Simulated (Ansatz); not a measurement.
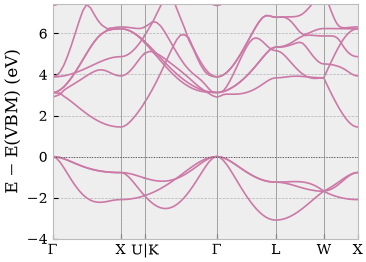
Fig. 1. Band structure from LDA in the plane-wave PAW code Ansatz

Q: Read off the gap and where the band edges lie.

A: About 1.4 eV (1.44 eV by a search for the band edges); maximum at Γ, minimum at X.

The material is SrTe (rock salt, Fm-3m).

Symmetry was held in the LDA relaxation. Scalar-relativistic: spin–orbit coupling is off unless named, which matters more the heavier the elements.

Potentials: the later of the program's two PAW sets.
